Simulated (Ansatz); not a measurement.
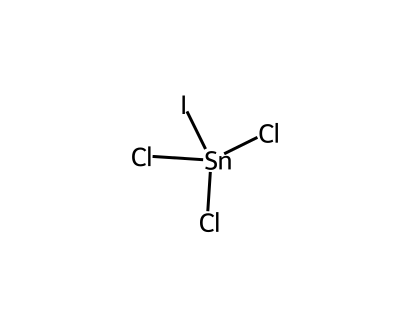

> Give its SMILES.

[Cl][Sn]([Cl])([Cl])[I]

> Give the formula, hydrogens included.

SnICl3.

> An optimisation with PBE0-D4/def2-TZVP gave a structure of which point group?

C3v.

The parts below concern this one geometry. Atoms keep their numbers from picture to picture. Computed geometry: PBE0-D4/def2-TZVP optimisation.

### Geometry

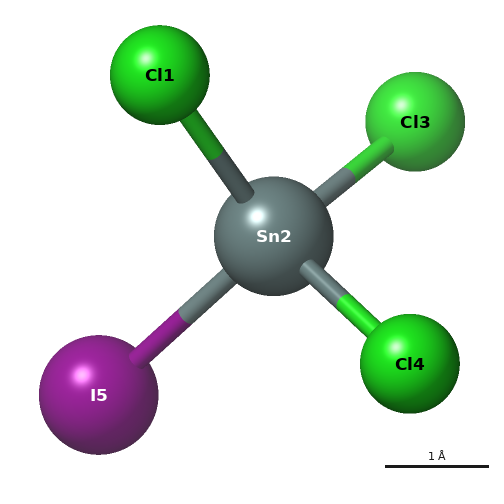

Atoms carry their numbers in the input.

Give these bond angles: Cl1–Sn2–Cl3, Cl1–Sn2–I5.

| angle | degrees |
| --- | --- |
| Cl1–Sn2–Cl3 | 107.9 |
| Cl1–Sn2–I5 | 111.0 |

### Vibrations

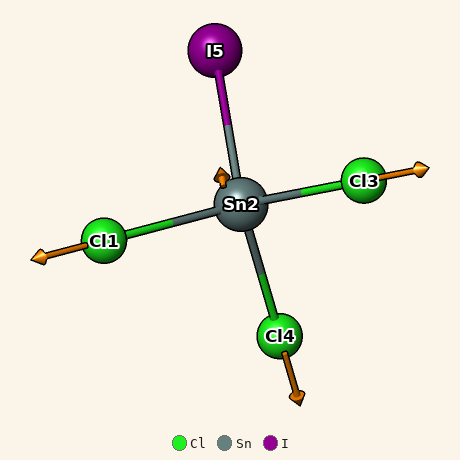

The arrows show one normal mode. Harmonic vibrations computed with RKS PBE0-D4/def2-TZVP, core potentials on I, Sn (Ansatz 0.2.0) at a stationary point of the same level.

> What kind of motion is it?

Mostly in-phase stretching of 3 Sn–Cl bonds.

> Estimate its harmonic wavenumber.

375 cm⁻¹; it is mode 7 of 9 counted from the lowest.

### Electronic properties

Method: RKS ωB97M-V/def2-QZVPP, core potentials on I, Sn (Ansatz 0.2.0).

> Estimate the LUMO energy (Kohn–Sham orbital).

−1.45 eV.

> What is the HOMO energy (Kohn–Sham orbital)?

−10.73 eV.

### Charges

The questions are on Mulliken charges. Level of theory: RKS r2SCAN-D4/def2-TZVPP, core potentials on I, Sn (Ansatz 0.2.0).

List the Mulliken charges.

| atom | value (e) |
| --- | --- |
| Cl1 | −0.30 |
| Sn2 | 1.06 |
| Cl3 | −0.30 |
| Cl4 | −0.30 |
| I5 | −0.16 |

Mulliken values depend strongly on the basis set and can even reverse the polarity of a bond.
